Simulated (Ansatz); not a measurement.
**SiHSe (quartet): one geometry, many settings**

What do other methods and options give for SiHSe (quartet) at this geometry, and how long do they take?

Computed with Ansatz 0.2.0, Gaussian basis. Level: the settings change from run to run.

28 further runs of the same task are left out: 14 that didn't finish, 14 set aside as unsound or not needed.

### 1 The system

The geometry is a PBE0/def2-TZVP stationary point (not a proven minimum). No spin-orbit coupling is included. The filled d shell of Se may be among the frozen orbitals whatever the setting's name suggests; the logs give the count.

3 atoms, charge 0, spin multiplicity 4.

Atoms are counted from 1 here; the program's logs count them from 0.

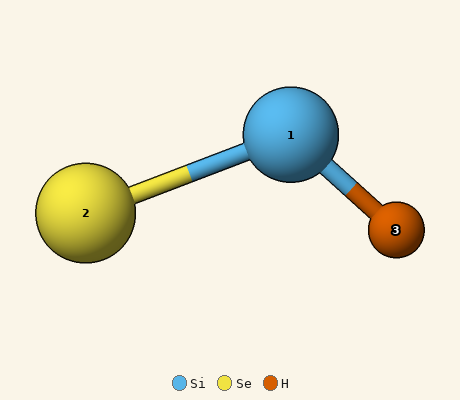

The geometry (silicon blue, selenium yellow, hydrogen orange); atoms are numbered from 1 in the order of the file.

### 2 NEVPT2(11,8)/cc-pVDZ

File in.yaml:

```yaml
crystal:
  periodic: [false, false, false]
  atoms:
    - {symbol: Si, position_ang: [0.000000, -0.102205, 1.681089]}
    - {symbol: Se, position_ang: [0.000000, 0.021114, -0.628981]}
    - {symbol: H, position_ang: [0.000000, 1.193815, 2.430780]}
basis:
  gaussian: {orbitals: cc-pVDZ}
magnetization: {spin_polarized: false, initial_magnetization: 3}
correlation: {method: sc_nevpt2, electrons: valence, active_space: {window: {electrons: 11, orbitals: 8}}}
scf: {lower_state_search: off}
```

Started as:

```console
> ansatz run in.yaml --threads 1 --pin off --events-out ev --progress --plain --max-ram 2393MiB
```

The program printed:

```text
Functional definition: HF
  name "HF"
  cite "Fock, Z. Phys. 61, 126 (1930) doi:10.1007/BF01340294"
  parent pbe
  exchange = exact_x
  correlation = 0
these checks for a lower state are left out or cut short: stability, starts, cluster_reference, orbital_swaps, neighbouring_geometries, increment
554 factors; integrals over basis functions are off by at most 1.2e-3 eV
mean field evaluation 1: about -73177.5098 eV, gradient 7.9e0 eV
mean field evaluation 2: about -73177.5124 eV, gradient 7.9e0 eV
mean field evaluation 4: about -73178.3678 eV, gradient 1.1e0 eV
mean field evaluation 8: about -73178.3936 eV, gradient 1.8e-3 eV
mean field -73178.39356458 eV, -2689.2563614018 hartree, gradient 1.9e-6 eV, S^2 3.750000; 0 other end points of the search recorded, 0 dependent functions left out
reference -73178.39356458 eV, -2689.2563614018 hartree; 26, 23 occupied and 24, 27 virtual orbitals, 554 factors
state -73178.89218186 eV, -2689.2746852485 hartree
state -73178.89218186 eV, -2689.2746852485 hartree; corrected -73182.88721898 eV, -2689.4215001549 hartree
Total energy: -73182.88721898 eV, -2689.4215001549 hartree
Checks for a lower state left out: stability, starts, cluster_reference, orbital_swaps, neighbouring_geometries, increment
```

Run time: 13 s. Hardware: 1 thread of AMD EPYC, shared host.

From the report: 260 determinants; active occupations 2.00, 2.00, 1.99, 1.98, 1.00, 1.00, 1.00, 0.03.

### 3 HF/cc-pVDZ

File in.yaml:

```yaml
crystal:
  periodic: [false, false, false]
  atoms:
    - {symbol: Si, position_ang: [0.000000, -0.102205, 1.681089]}
    - {symbol: Se, position_ang: [0.000000, 0.021114, -0.628981]}
    - {symbol: H, position_ang: [0.000000, 1.193815, 2.430780]}
basis:
  gaussian: {orbitals: cc-pVDZ, point_charges: [{charge: -0.50, position_ang: [2.864, 0.583, -0.764]}]}
magnetization: {spin_polarized: false, initial_magnetization: 3}
hamiltonian: {xc: hf}
output: {forces: true, orbitals: {seedname: orbitals}}
```

Launched as before.

The program printed, cut to the lines that bear on the results:

```text
Functional definition: HF
  name "HF"
  cite "Fock, Z. Phys. 61, 126 (1930) doi:10.1007/BF01340294"
  parent pbe
[...]
554 factors; integrals over basis functions are off by at most 1.2e-3 eV
[...]
mean field -73178.59113295 eV, -2689.2636219055 hartree, gradient 8.4e-6 eV, S^2 3.750000; 3 other end points of the search recorded, 0 dependent functions left out
[...]
reference -73178.59113295 eV, -2689.2636219055 hartree; 26, 23 occupied and 24, 27 virtual orbitals, 554 factors
Total energy: -73178.59113295 eV, -2689.2636219055 hartree
Atom 0 at     0.000000    -0.102205     1.681089 Å, force     0.067834     0.263763     0.032861 eV/Å
Atom 1 at     0.000000     0.021114    -0.628981 Å, force     0.130382    -0.030202    -0.093767 eV/Å
Atom 2 at     0.000000     1.193815     2.430780 Å, force    -0.007400    -0.190173     0.005102 eV/Å
Dipole moment:     0.145050    -0.014508     0.051218 e Å
```

Run time: 8 s. Hardware: 1 thread of AMD EPYC, shared host.

### 4 CCSD/cc-pVDZ

File in.yaml:

```yaml
crystal:
  periodic: [false, false, false]
  atoms:
    - {symbol: Si, position_ang: [0.000000, -0.102205, 1.681089]}
    - {symbol: Se, position_ang: [0.000000, 0.021114, -0.628981]}
    - {symbol: H, position_ang: [0.000000, 1.193815, 2.430780]}
basis:
  gaussian: {orbitals: cc-pVDZ}
magnetization: {spin_polarized: false, initial_magnetization: 3}
hamiltonian: {xc: {name: PBE0}, pseudopotentials: {relativity: none}}
correlation: {method: ccsd, electrons: outside_noble_gas}
```

The command is unchanged.

The program printed, cut to the lines that bear on the results:

```text
Functional definition: PBE0
  name "PBE0"
  cite "Adamo & Barone, J. Chem. Phys. 110, 6158 (1999) doi:10.1063/1.478522"
  cite "Perdew, Burke & Ernzerhof, Phys. Rev. Lett. 77, 3865 (1996) doi:10.1103/PhysRevLett.77.3865"
  parent pbe
[...]
554 factors; integrals over basis functions are off by at most 1.2e-3 eV
[...]
mean field -73228.59570744 eV, -2691.1012561237 hartree, gradient 2.7e-6 eV, S^2 3.750000; 2 other end points of the search recorded, 0 dependent functions left out
[...]
19 core orbitals not correlated: weight in the atoms' cores, before any rotation towards them, 1.000 or more for the frozen orbitals, at most 0.000 for the correlated occupied ones
reference -73178.05575873 eV, -2689.2439472656 hartree; 7, 4 occupied and 24, 27 virtual orbitals, 554 factors
second order -4.42744100 eV of doubles, -0.26673280 eV of singles
cycle   1  -5.14576914 eV  change   -4.5e-1 eV  update   6.3e-2
[...]
cycle  12  -5.33730837 eV  change    2.5e-6 eV  update   6.0e-6
Total energy: -73183.39306710 eV, -2689.4400897306 hartree
```

It took 24 s on 1 thread of AMD EPYC, shared host.

From the report: correlation -5.3373 eV; T1 0.019; largest double amplitude 0.03. The orbitals are Kohn-Sham ones, so correlation energy and T1 don't compare with those on Hartree-Fock orbitals.

### 5 NEVPT2(11,7)/cc-pVDZ

in.yaml: that of step 4 with these lines changed.

```diff
@@ -9,3 +9,2 @@
 magnetization: {spin_polarized: false, initial_magnetization: 3}
-hamiltonian: {xc: {name: PBE0}, pseudopotentials: {relativity: none}}
-correlation: {method: ccsd, electrons: outside_noble_gas}
+correlation: {method: sc_nevpt2, electrons: outside_noble_gas, active_space: {window: {electrons: 11, orbitals: 7}, states: [{multiplicity: 4, weights: [0.5, 1, 1, 1]}], root: 0}}
```

The command is unchanged.

The program printed, cut to the lines that bear on the results:

```text
Functional definition: HF
  name "HF"
  cite "Fock, Z. Phys. 61, 126 (1930) doi:10.1007/BF01340294"
  parent pbe
[...]
965 factors; integrals over basis functions are off by at most 1.7e-7 eV
[...]
mean field -73178.43636985 eV, -2689.2579344661 hartree, gradient 1.7e-6 eV, S^2 3.750000; 6 other end points of the search recorded, 0 dependent functions left out
reference -73178.43636985 eV, -2689.2579344661 hartree; 26, 23 occupied and 24, 27 virtual orbitals, 965 factors
state -73178.19615398 eV, -2689.2491066958 hartree
state -73178.15226723 eV, -2689.2474938876 hartree
state -73175.49110260 eV, -2689.1496978913 hartree
state -73175.02154814 eV, -2689.1324420832 hartree
state -73178.19615398 eV, -2689.2491066958 hartree; corrected -73182.21702665 eV, -2689.3968710411 hartree
state -73178.15226723 eV, -2689.2474938876 hartree; corrected -73182.14039581 eV, -2689.3940549097 hartree
state -73175.49110260 eV, -2689.1496978913 hartree; corrected -73179.74246651 eV, -2689.3059326331 hartree
state -73175.02154814 eV, -2689.1324420832 hartree; corrected -73179.58116458 eV, -2689.3000048968 hartree
Total energy: -73182.21702665 eV, -2689.3968710411 hartree
```

Run time: 18 s. Hardware: 1 thread of AMD EPYC, shared host.

From the report: 15 determinants; active occupations (of the averaged states) 2.00, 2.00, 1.72, 1.57, 1.43, 1.28, 1.00.

### 6 CCSD(T)/cc-pVDZ

File in.yaml:

```yaml
crystal:
  periodic: [false, false, false]
  atoms:
    - {symbol: Si, position_ang: [0.000000, -0.102205, 1.681089]}
    - {symbol: Se, position_ang: [0.000000, 0.021114, -0.628981]}
    - {symbol: H, position_ang: [0.000000, 1.193815, 2.430780]}
basis:
  gaussian: {orbitals: cc-pVDZ}
magnetization: {spin_polarized: false, initial_magnetization: 3}
hamiltonian: {xc: {name: PBE}}
correlation: {method: ccsd_t, electrons: valence}
scf: {omitted_lower_state_checks: [cluster_reference]}
```

Launched as before.

The program printed, cut to the lines that bear on the results:

```text
Functional definition: PBE
  name "PBE"
  cite "Perdew, Burke & Ernzerhof, Phys. Rev. Lett. 77, 3865 (1996) doi:10.1103/PhysRevLett.77.3865"
  parent pbe
[...]
554 factors; integrals over basis functions are off by at most 1.2e-3 eV
[...]
mean field -73225.73095505 eV, -2690.9959784150 hartree, gradient 2.2e-6 eV, S^2 3.750000; 6 other end points of the search recorded, 0 dependent functions left out
14 core orbitals not correlated: weight in the atoms' cores, before any rotation towards them, 1.000 or more for the frozen orbitals, at most 0.000 for the correlated occupied ones
reference -73177.75270177 eV, -2689.2328101278 hartree; 12, 9 occupied and 24, 27 virtual orbitals, 554 factors
second order -5.01469738 eV of doubles, -0.50386394 eV of singles
cycle   1  -5.82454221 eV  change   -3.1e-1 eV  update   6.7e-2
[...]
cycle  11  -6.03923034 eV  change   -3.1e-6 eV  update   1.4e-5
perturbative correction -0.18106608 eV, -0.0066540558 hartree
Total energy: -73183.97299820 eV, -2689.4614018052 hartree
Checks for a lower state left out: cluster_reference
```

Wall time 23 s (1 thread of AMD EPYC, shared host).

From the report: correlation -6.2203 eV; T1 0.021; largest double amplitude 0.03. The orbitals are Kohn-Sham ones, so correlation energy and T1 don't compare with those on Hartree-Fock orbitals.

### 7 CCSD on ROHF/cc-pVDZ

in.yaml: that of step 6 with these lines changed.

```diff
@@ -9,4 +9,4 @@
 magnetization: {spin_polarized: false, initial_magnetization: 3}
-hamiltonian: {xc: {name: PBE}}
-correlation: {method: ccsd_t, electrons: valence}
-scf: {omitted_lower_state_checks: [cluster_reference]}
+correlation: {method: ccsd, electrons: outside_noble_gas}
+accuracy: high
+output: {forces: true}
```

The command is unchanged.

The program printed, cut to the lines that bear on the results:

```text
Functional definition: HF
  name "HF"
  cite "Fock, Z. Phys. 61, 126 (1930) doi:10.1007/BF01340294"
  parent pbe
[...]
970 factors; integrals over basis functions are off by at most 4.6e-9 eV
[...]
mean field -73178.43636991 eV, -2689.2579344685 hartree, gradient 5.7e-8 eV, S^2 3.750000; 10 other end points of the search recorded, 0 dependent functions left out
[...]
determinant -73178.43636991 eV, -2689.2579344685 hartree, with singles and doubles -73183.53450375 eV, -2689.4452874314 hartree
determinant -73178.39363639 eV, -2689.2563640408 hartree, with singles and doubles -73183.46074472 eV, -2689.4425768371 hartree
determinant -73175.74675024 eV, -2689.1590927688 hartree, with singles and doubles -73181.08895217 eV, -2689.3554150685 hartree
determinant -73175.66696116 eV, -2689.1561605741 hartree, with singles and doubles -73181.05421889 eV, -2689.3541386440 hartree
[...]
determinant -73178.39363639 eV, -2689.2563640408 hartree, with singles and doubles -73183.46115711 eV, -2689.4425919921 hartree
19 core orbitals not correlated: weight in the atoms' cores, before any rotation towards them, 1.000 or more for the frozen orbitals, at most 0.000 for the correlated occupied ones
reference -73178.43636991 eV, -2689.2579344685 hartree; 7, 4 occupied and 24, 27 virtual orbitals, 970 factors
second order -4.16243603 eV of doubles, -0.09872557 eV of singles
cycle   1  -5.09960952 eV  change    5.8e-9 eV  update   1.6e-6
[...]
cycle  13  -5.09960942 eV  change   3.9e-11 eV  update  6.8e-10
[...]
Total energy: -73183.53597934 eV, -2689.4453416582 hartree
Atom 0 at     0.000000    -0.102205     1.681089 Å, force     0.000000    -0.057017     0.412260 eV/Å
Atom 1 at     0.000000     0.021114    -0.628981 Å, force    -0.000000     0.004354    -0.480702 eV/Å
Atom 2 at     0.000000     1.193815     2.430780 Å, force    -0.000000     0.052663     0.068442 eV/Å
Dipole moment:    -0.000000     0.008114     0.037069 e Å
```

Wall time 56 s (1 thread of AMD EPYC, shared host).

From the report: correlation -5.0996 eV; T1 0.033; largest double amplitude 0.03.

### 8 All runs side by side

Where basis and cores are those of an earlier UCCSDT(Q)/cc-pVDZ run (-73183.7244 eV), and the state is the same kind, the miss against it is given.

```csv
level,correlated,functions,energy (eV),from UCCSDT(Q) (meV),time
"NEVPT2(11,8)/cc-pVDZ",valence,50,-73182.8872,,13 s
HF/cc-pVDZ (beside a point charge),,50,-73178.5911,,8 s
CCSD/cc-pVDZ (on PBE0 orbitals),outside noble gas,50,-73183.3931,,24 s
"NEVPT2(11,7)/cc-pVDZ (lowest root of an average)",outside noble gas,50,-73182.2170,,18 s
CCSD(T)/cc-pVDZ (on PBE orbitals),valence,50,-73183.9730,,23 s
CCSD on ROHF/cc-pVDZ,outside noble gas,50,-73183.5360,188.5,56 s
```

### 9 Outcome

| quantity | value |
| --- | --- |
| runs | 6 |
| quickest | HF/cc-pVDZ (beside a point charge), 8 s |
| slowest | CCSD on ROHF/cc-pVDZ, 56 s |

What this shows: Total energies in different bases, with other cores or another treatment of relativity can't be set against each other. CCSD on ROHF/cc-pVDZ took 7 times as long as HF/cc-pVDZ (beside a point charge); the jobs differ in more than the method.
